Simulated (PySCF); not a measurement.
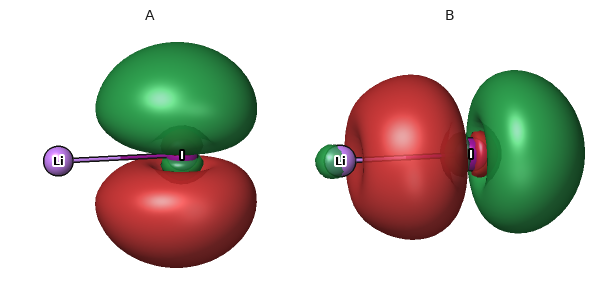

Figure. LiI. Two frontier orbitals, each drawn at the value that holds 80 % of its norm (green and red are the two phases), in no order; of a degenerate pair one member is drawn.

Core potentials replace the inner electrons of I.

Method: PBE0/def2-TZVPP, non-relativistic Hamiltonian with scalar-relativistic core potentials where named, at a bond length of 2.395 Å in PySCF.

Label each orbital by symmetry, say whether it is occupied, and order them by energy.

Orbital B: σ, occupied, −7.08 eV; mainly on I (90 %).
Orbital A: π, occupied, −6.33 eV; mainly on I (95 %).
